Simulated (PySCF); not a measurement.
## Electronic structure of C3H9BO2Si (SMILES OB(O)[SiH2]C1CC1) in real space

```tsv
atom	x (Å)	y (Å)	z (Å)
O	2.0578	-1.4620	-0.6457
B	2.1047	-0.2338	-0.0756
O	3.2020	0.2134	0.5823
Si	0.5402	0.9579	-0.2249
C	-1.0044	0.2360	0.6046
C	-1.8351	-0.7880	-0.1171
C	-2.3772	0.5843	0.1060
H	2.8315	-2.0267	-0.5699
H	3.9634	-0.3707	0.6419
H	0.7299	2.2935	0.3748
H	0.1422	1.2294	-1.6235
H	-0.9367	0.0879	1.6775
H	-1.5452	-1.0620	-1.1200
H	-2.2552	-1.6073	0.4490
H	-2.4539	1.2449	-0.7434
H	-3.1717	0.7123	0.8269
```

Geometry: GFN2-xTB.

Theory: PBE0/def2-SVPD, SCF density, gas phase (PySCF 2.14.0).

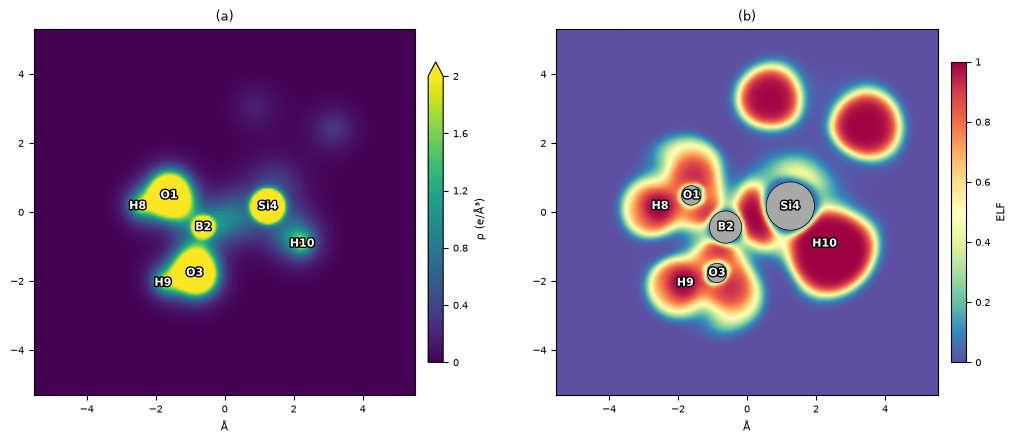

Figure 1. (a) electron density; (b) electron localisation function on the plane of atoms B2, Si4 and H10. Grey discs cover the atomic cores in the ELF map.

Q: Describe what can be read from this map.

A: The plane passes through O, B, Si and H nuclei. B–O (1.35 Å): the density is about 2.1 e/Å³ at the midpoint; the ELF peaks at about 0.90 between the atoms, as expected for a short, strongly polar bond. Si–B (1.97 Å): ρ at the midpoint is about 0.86 e/Å³; the ELF peaks at about 1 between the atoms; a shared electron pair. O–H (0.96 Å): ρ at the midpoint is about 3.7 e/Å³; the ELF climbs to about 1 towards the hydrogen, as it does in any bond to H: an ordinary covalent bond to hydrogen. Si–H (1.48 Å): ρ is about 0.77 e/Å³ halfway; the ELF climbs to about 1 towards the hydrogen. The ELF also peaks beside O3 and O1, away from the bonds: lone-pair regions.

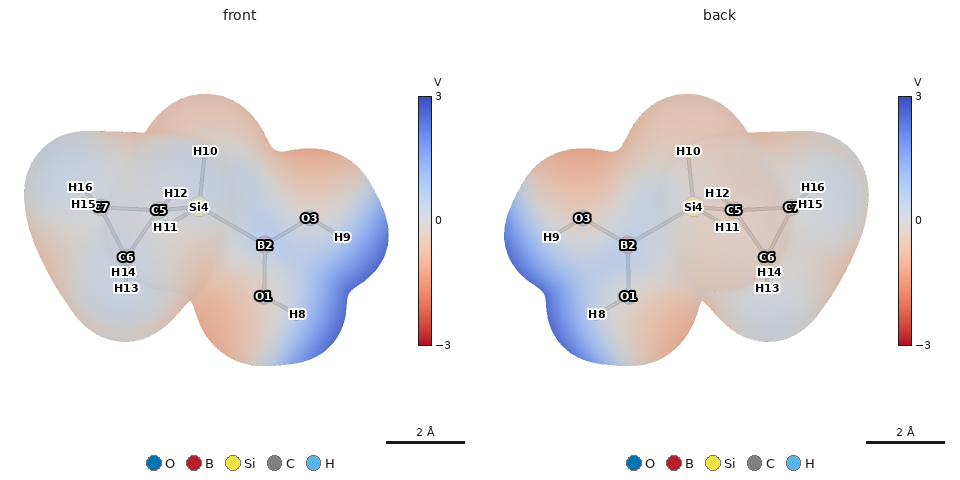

Figure 2. The electrostatic potential painted on the density surface at 0.001 e/bohr³, seen from the front and from behind; red is negative and blue positive.

Q: Which sites attract a positive test charge, and which a negative one?

A: A positive charge is drawn to the negative regions and a negative charge to the positive ones. The most negative region (about −1.1 V) lies over O3, the most positive (about +2.4 V) over H8 and H9. O3 is the likeliest acceptor of a hydrogen bond.
